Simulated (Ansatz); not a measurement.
```xyz
18

C     0.4890   -1.5663    1.0217
C     0.4809   -0.4656   -0.0003
C     1.5836   -0.4341   -1.0198
C    -0.4825    0.4639   -0.0015
C    -0.4892    1.5659   -1.0221
C    -1.5838    0.4341    1.0196
H     1.3306   -2.2444    0.8760
H    -0.4279   -2.1645    0.9819
H     0.5553   -1.1726    2.0420
H     2.1510    0.5020   -0.9759
H     1.1946   -0.5104   -2.0411
H     2.2889   -1.2532   -0.8749
H     0.4187    2.1766   -0.9665
H    -0.5335    1.1731   -2.0438
H    -1.3421    2.2325   -0.8888
H    -2.2940    1.2478    0.8692
H    -1.1939    0.5210    2.0399
H    -2.1456   -0.5057    0.9841
```

Geometry: PBE0-D4/def2-TZVP.

Theory: Ansatz 0.2.0, RKS PBE0-D4/def2-TZVPP.

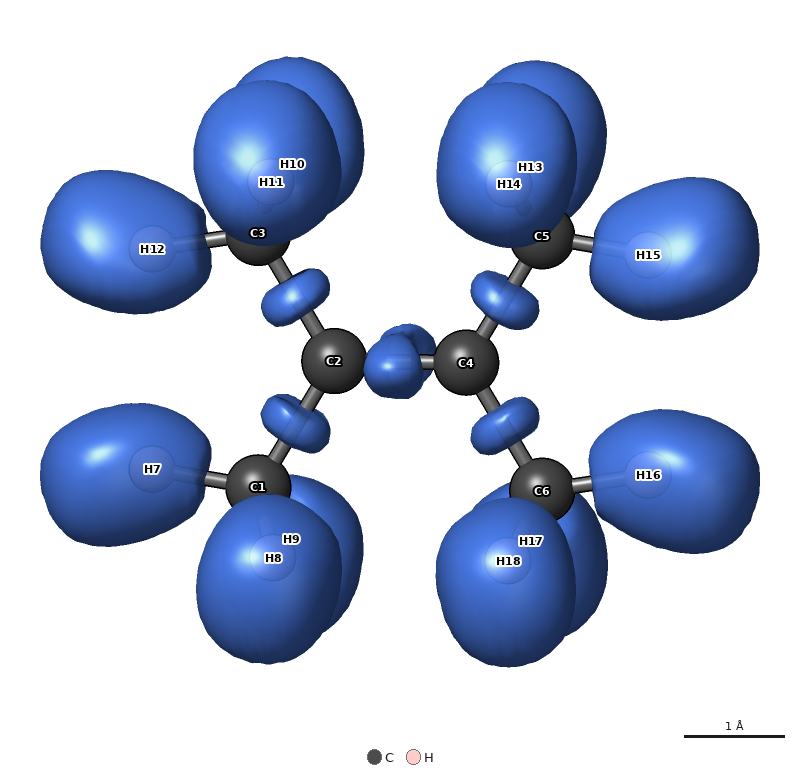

C$_{6}$H$_{12}$. Isosurface of the electron localisation function at 0.85 (blue), seen across its widest extent. Core shells and regions of very low density are left out.

Where are the electrons localised?

Answer. At this value the surface marks out five regions between bonded C–C atoms (shared pairs) and twelve regions around hydrogen nuclei. Profiles from the grid: C–C (1.34 Å): the ELF peaks at about 0.95 between the atoms; a multiple bond. C–H (1.09 Å): the ELF climbs to about 1 towards the hydrogen, as it does in any bond to H; an ordinary covalent bond to hydrogen.
